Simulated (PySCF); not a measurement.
SMILES COC(=O)[SiH2]C#N, GFN2-xTB optimised geometry. Atoms within 1.6 Å of the plane z = 0.0 Å (x, y, z in Å): C1 (1.51, 1.61, 0.03), O2 (0.85, 0.34, 0.00), C3 (-0.48, 0.34, 0.00), O4 (-1.16, 1.34, 0.00), Si5 (-1.12, -1.47, 0.00), H8 (1.11, 2.25, -0.76), H9 (1.35, 2.09, 1.00), H10 (2.56, 1.41, -0.13), H11 (-0.33, -2.25, -0.96), H12 (-2.56, -1.50, -0.17).

Calculation: CAM-B3LYP/def2-TZVP (PySCF). Cells within 0.4 Å of a nucleus heavier than hydrogen are left out (blank, or x).

Map of the Laplacian of the electron density (e/bohr⁵), clipped to [-1.50, 1.50] on the plane z = 0.0 Å:

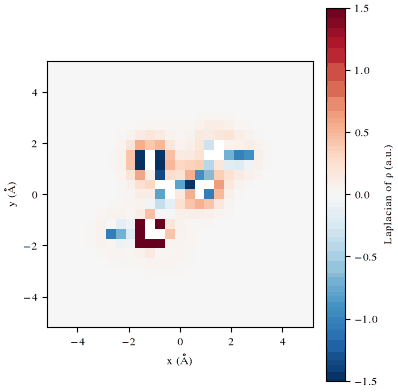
*Laplacian of the electron density (e/bohr⁵), clipped to [-1.50, 1.50] on the plane z = 0.0 Å.*
